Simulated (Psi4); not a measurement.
**B3LYP/def2-SVP (core potential) run of HfN4H8 (SMILES N[Hf](N)(N)N)**

Aim: the vertical ionisation energy of HfN4H8 at B3LYP/def2-SVP (core potential), from 2 runs. 

The results are computed with Psi4 1.11.

## (1) The molecule

The species is HfN4H8 (13 atoms), meant as a singlet with charge 0. As SMILES, `N[Hf](N)(N)N`. Geometry: relaxed at PBE0-D4/def2-TZVP. This is one conformer, not always the lowest.

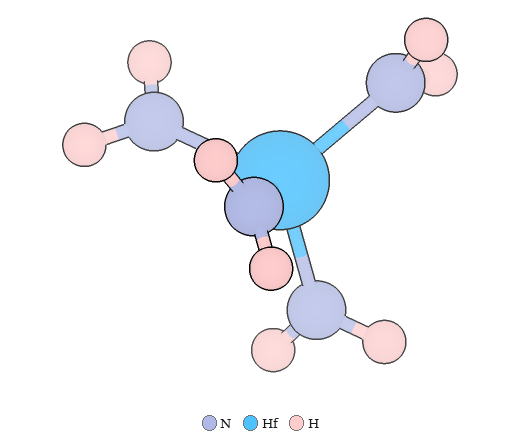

The structure, seen from a chosen angle (nitrogen light blue, hafnium blue, hydrogen pink).

## (2) The energy at B3LYP/def2-SVP (core potential)

The input, h8hfn4.xyz:

```xyz
13
H8HfN4
N     -1.892290     0.539860    -0.567300
Hf     0.000170    -0.000190     0.000180
N     -0.092830    -1.827950     0.920030
N      1.218200    -0.104950    -1.643110
N      0.766900     1.394050     1.289870
H     -2.332080     1.439560    -0.439190
H     -2.571790    -0.096310    -0.961490
H     -0.819050    -2.103730     1.566890
H      0.512350    -2.620290     0.761180
H      0.933270    -0.115740    -2.611560
H      2.228090    -0.081500    -1.605960
H      0.882860     1.300200     2.288380
H      1.166170     2.276990     1.002090
```

The input, run.py:

```python
import psi4

psi4.set_memory(2200000000)
psi4.set_num_threads(1)
psi4.core.set_output_file('h8hfn4.out', False)

with open('h8hfn4.xyz') as f:
    atoms = ''.join(f.readlines()[2:])
m = psi4.geometry('0 1\n' + atoms + 'symmetry c1')

psi4.set_options({
    'basis': 'def2-SVP',
    'puream': True,
    'e_convergence': 1e-09,
    'd_convergence': 1e-08,
    'scf_type': 'pk',
    'dft_radial_points': 99,
    'dft_spherical_points': 590,
})

e, wfn = psi4.energy('b3lyp', return_wfn=True)
psi4.oeprop(wfn, 'DIPOLE', 'MULLIKEN_CHARGES', 'LOWDIN_CHARGES', title='B3LYP')
print(f'total energy {e:.8f} hartree = {e * 27.211386:.5f} eV')
```

On the command line:

```sh
$ python run.py
```

h8hfn4.out (excerpt; [...] marks lines left out):

```text
[...]
    !!!  WARNING: ECP capability is in beta. Please check occupations closely.  !!!
[...]
  Running in c1 symmetry.
[...]
  Nuclear repulsion =  208.064739135954852
[...]
  Multiplicity = 1
[...]
  Nalpha       = 24
  Nbeta        = 24
[...]
    Number of basis functions: 128
[...]
   @RKS iter   1:  -270.71379681728439   -2.09847e-01   1.25132e-02 ADIIS/DIIS
[...]
   @RKS iter  12:  -271.84402050900957   -1.48361e-11   4.23291e-09 DIIS
[...]
    Orbital Energies [Eh]
    ---------------------
    Doubly Occupied:
       1A    -14.275924     2A    -14.275843     3A    -14.275825
       4A    -14.275806     5A     -2.428352     6A     -1.274720
       7A     -1.274710     8A     -1.274617     9A     -0.791193
      10A     -0.781201    11A     -0.781192    12A     -0.780926
      13A     -0.456449    14A     -0.453745    15A     -0.450440
      16A     -0.450427    17A     -0.373861    18A     -0.344339
      19A     -0.343875    20A     -0.343849    21A     -0.255137
      22A     -0.241476    23A     -0.230389    24A     -0.230342
[...]
  @RKS Final Energy:  -271.84402050900957
   => Energetics <=
    Nuclear Repulsion Energy =            208.0647391359548521
    One-Electron Energy =                -797.1711667252204734
    Two-Electron Energy =                 347.0021125586596895
    DFT Exchange-Correlation Energy =     -29.7397054784035824
    Empirical Dispersion Energy =           0.0000000000000000
    VV10 Nonlocal Energy =                  0.0000000000000000
    Total Energy =                       -271.8440205090095674
[...]
 Multipole Moments:
 ------------------------------------------------------------------------------------
     Multipole            Electronic (a.u.)      Nuclear  (a.u.)        Total (a.u.)
 ------------------------------------------------------------------------------------
 L = 1.  Multiply by 2.5417464519 to convert [e a0] to [Debye]
 Dipole X            :          0.0085001           -0.0079493            0.0005508
 Dipole Y            :         -0.0176096            0.0152611           -0.0023485
 Dipole Z            :          0.0129228           -0.0115348            0.0013881
 Magnitude           :                                                    0.0027831
[...]
  Mulliken Charges: (a.u.)
   Center  Symbol    Alpha    Beta     Spin     Total
       1     N     3.72985  3.72985  0.00000 -0.45969
       2    HF     5.56714  5.56714  0.00000  0.86571
       3     N     3.72990  3.72990  0.00000 -0.45980
       4     N     3.72984  3.72984  0.00000 -0.45968
       5     N     3.72987  3.72987  0.00000 -0.45974
       6     H     0.43928  0.43928  0.00000  0.12144
       7     H     0.43905  0.43905  0.00000  0.12190
       8     H     0.43906  0.43906  0.00000  0.12188
       9     H     0.43931  0.43931  0.00000  0.12138
      10     H     0.43928  0.43928  0.00000  0.12145
      11     H     0.43907  0.43907  0.00000  0.12187
[...]
```

Standard output:

```text
total energy -271.84402051 hartree = -7397.25257 eV
```

It took 23 s on 1 thread of AMD EPYC 9R45 (Zen 5), shared host; peak memory 0.93 GiB.

## (3) The doublet cation at the same level

The input, h8hfn4.in:

```
memory 2.2 GB

molecule geom {
  1 2
  N     -1.892290     0.539860    -0.567300
  Hf     0.000170    -0.000190     0.000180
  N     -0.092830    -1.827950     0.920030
  N      1.218200    -0.104950    -1.643110
  N      0.766900     1.394050     1.289870
  H     -2.332080     1.439560    -0.439190
  H     -2.571790    -0.096310    -0.961490
  H     -0.819050    -2.103730     1.566890
  H      0.512350    -2.620290     0.761180
  H      0.933270    -0.115740    -2.611560
  H      2.228090    -0.081500    -1.605960
  H      0.882860     1.300200     2.288380
  H      1.166170     2.276990     1.002090
  units angstrom
  symmetry c1
  no_reorient
  no_com
}

set basis def2-SVP
set reference uks
set puream true
set e_convergence 1e-09
set d_convergence 1e-08
set scf_type pk
set dft_radial_points 99
set dft_spherical_points 590
set maxiter 100

energy_value, wavefunction = energy("b3lyp", return_wfn=True)
```

On the command line:

```sh
$ psi4 -n 1 h8hfn4.in h8hfn4.out
```

h8hfn4.out (excerpt; [...] marks lines left out):

```text
[...]
  Running in c1 symmetry.
[...]
  Nuclear repulsion =  208.064739135954824
[...]
  Multiplicity = 2
[...]
  Nalpha       = 24
  Nbeta        = 23
[...]
    Number of basis functions: 128
[...]
   @UKS iter   1:  -270.66697394731773   -1.89117e-01   1.08996e-02 ADIIS/DIIS
[...]
   @UKS iter  24:  -271.54110147903384   -4.14957e-12   6.10976e-09 DIIS
[...]
   @S^2 Observed:                7.683597616E-01
[...]
    Orbital Energies [Eh]
    ---------------------
    Alpha Occupied:
       1A    -14.493858     2A    -14.493726     3A    -14.493587
       4A    -14.493424     5A     -2.634843     6A     -1.482423
       7A     -1.480852     8A     -1.480410     9A     -1.002545
      10A     -0.992453    11A     -0.992165    12A     -0.991861
      13A     -0.658075    14A     -0.655451    15A     -0.652290
      16A     -0.651784    17A     -0.582371    18A     -0.555065
      19A     -0.554590    20A     -0.553474    21A     -0.473957
      22A     -0.462787    23A     -0.453216    24A     -0.451479
    Alpha Virtual:
      25A     -0.181319    26A     -0.169804    27A     -0.160478
[...]
  @UKS Final Energy:  -271.54110147903384
   => Energetics <=
    Nuclear Repulsion Energy =            208.0647391359548237
    One-Electron Energy =                -787.2857493954779784
    Two-Electron Energy =                 337.1625096127685879
    DFT Exchange-Correlation Energy =     -29.4826008322792745
    Empirical Dispersion Energy =           0.0000000000000000
    VV10 Nonlocal Energy =                  0.0000000000000000
    Total Energy =                       -271.5411014790338413
  UHF NO Occupations:
  HONO-2 :   22  A 1.9969909
  HONO-1 :   23  A 1.9964235
[...]
 Multipole Moments:
 ------------------------------------------------------------------------------------
     Multipole            Electronic (a.u.)      Nuclear  (a.u.)        Total (a.u.)
 ------------------------------------------------------------------------------------
 L = 1.  Multiply by 2.5417464519 to convert [e a0] to [Debye]
 Dipole X            :          0.0543133            0.0032503            0.0575637
 Dipole Y            :          0.0324961            0.0075022            0.0399983
 Dipole Z            :         -0.0073428           -0.0020220           -0.0093648
 Magnitude           :                                                    0.0707187
[...]
```

It took 65 s on 1 thread of AMD EPYC 9R45 (Zen 5), shared host; peak memory 0.93 GiB.

## (4) Results

At B3LYP/def2-SVP (core potential):

```
                                          quantity          value
                      singlet HfN4H8: total energy  -271.84402 Eh
                     singlet HfN4H8: dipole moment         0.01 D
                       singlet HfN4H8: HOMO energy       -6.27 eV
                       singlet HfN4H8: LUMO energy        0.06 eV
                     singlet HfN4H8: HOMO–LUMO gap        6.33 eV
                      doublet cation: total energy  -271.54110 Eh
doublet cation: HOMO energy (highest over α and β)      -11.14 eV
 doublet cation: LUMO energy (lowest over α and β)      -10.23 eV
                              doublet cation: ⟨S²⟩          0.768
vertical ionisation energy (to the doublet cation)       8.243 eV
```

In words: The vertical ionisation energy comes to 8.24 eV (795 kJ/mol). −ε(HOMO) before ionisation, 6.27 eV, is 1.97 eV below this ionisation energy.
